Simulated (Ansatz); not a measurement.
## Equilibrium of CH7AlO ⇌ CH4O + AlH3 at process temperatures

Species: CH7AlO `C[OH+][AlH3-]`, singlet; CH4O (methanol) `CO`, singlet; AlH3 `[AlH3]`, singlet. 

The electronic reaction energy at CCSD(T)/CBS estimate is +102.0 kJ/mol. Shapes: PBE0-D4/def2-TZVP. Programs: Ansatz 0.2.0. Enthalpy and entropy come from rigid-rotor, harmonic-oscillator sums on unscaled PBE0-D4/def2-TZVP wavenumbers, ideal gases at 1 bar; R ln 2 is added for the mirror twin of the chiral shape of CH7AlO. Symmetry numbers: CH7AlO 1, CH4O 1, AlH3 6. R = 8.3145 J/(mol K).

| T (K) | ΔH (kJ/mol) | ΔS (J/(mol K)) |
| --- | --- | --- |
| 300 | +93.5 | +123.2 |
| 500 | +91.5 | +118.3 |
| 700 | ? | ? |

**Question.** Work out ln K at 300 and 500 K, and from these estimate it at 700 K.

**Answer.** 
1. 300 K: ΔG = +93.5 − 300 × (+123.2)/1000 = +56.5 kJ/mol; ln K = −ΔG/RT = -22.65.
2. 500 K: ΔG = +91.5 − 500 × (+118.3)/1000 = +32.4 kJ/mol; ln K = −ΔG/RT = -7.79.
3. Slope against 1000/T: (-7.79 − (-22.65))/(2.0000 − 3.3333) = -11.14, that is −ΔH/R with ΔH near +93 kJ/mol.
4. 700 K: ln K = -22.65 + (-11.14) × (1.4286 − 3.3333) = -1.43.

The full sums give ΔH = +88.8 kJ/mol, ΔS = +113.7 J/(mol K), ΔG = +9.2 kJ/mol and ln K = -1.58 at 700 K, so the line is off by +0.15 in ln K; without rounding the miss is +0.17, from the change of ΔH with temperature. The products are favoured at 1 bar above about 780 K, give or take 90 K for 10 kJ/mol in the energy. The number of molecules rises, which sets the sign of ΔS, and lower pressure favours the products. An error of 10 kJ/mol in the energy moves ln K by 1.7 at 700 K. Soft modes are treated as harmonic, which can err either way at these temperatures; the lowest are those of CH7AlO (80 cm⁻¹). AlH3 would pair up to its dimer, which this equilibrium leaves out. The CBS estimate extrapolates MP2 from def2-TZVPP and def2-QZVPP and adds CCSD(T) − MP2 in the triple-zeta set, cores frozen.

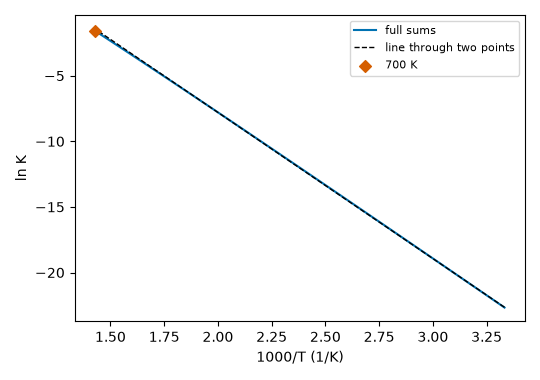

The van 't Hoff plot.
